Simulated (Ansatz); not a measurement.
```yaml
atoms:
  - { symbol: C, position_ang: [-0.4336, -0.2603, 0.8435] }
  - { symbol: C, position_ang: [-0.9087, 1.1265, 0.3603] }
  - { symbol: C, position_ang: [-2.5481, -1.2087, -2.3040] }
  - { symbol: B, position_ang: [-0.2131, -2.4745, -0.3808] }
  - { symbol: B, position_ang: [-1.7691, -0.5431, -1.1103] }
  - { symbol: N, position_ang: [-0.7780, -1.2007, -0.2443] }
  - { symbol: N, position_ang: [-1.8777, 0.7934, -0.6773] }
  - { symbol: H, position_ang: [-0.5681, -3.1878, -1.2883] }
  - { symbol: H, position_ang: [0.6278, -2.8490, 0.4059] }
  - { symbol: H, position_ang: [-0.9737, -0.5459, 1.7634] }
  - { symbol: H, position_ang: [0.6415, -0.2822, 1.0735] }
  - { symbol: H, position_ang: [-1.3528, 1.7123, 1.1831] }
  - { symbol: H, position_ang: [-0.0683, 1.7225, -0.0468] }
  - { symbol: H, position_ang: [-2.4167, 1.5321, -1.1100] }
  - { symbol: H, position_ang: [-1.8455, -1.5713, -3.0735] }
  - { symbol: H, position_ang: [-3.2550, -0.5176, -2.7901] }
  - { symbol: H, position_ang: [-3.1137, -2.0931, -1.9658] }
```

Geometry: B3LYP/def2-SVP.

Level of theory: isolated molecule in a Gaussian basis; Kohn-Sham density functional theory, functional PBE0 (Ansatz).

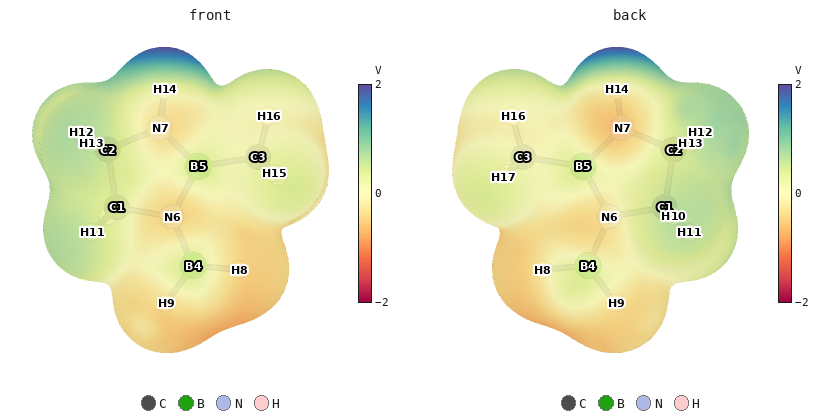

C$_{3}$H$_{10}$B$_{2}$N$_{2}$ (SMILES BN1CCNB1C). The molecular electrostatic potential painted on the density surface at 0.002 e/bohr³, seen from the front and from behind; the colour scale runs from red (negative) to blue (positive).

**Where is the surface potential most negative and most positive?**

The most negative region (about −0.8 V) lies over H8, the most positive (about +1.9 V) over H14.

**What dipole moment does the calculation give?**

Its dipole moment is 2.79 D.
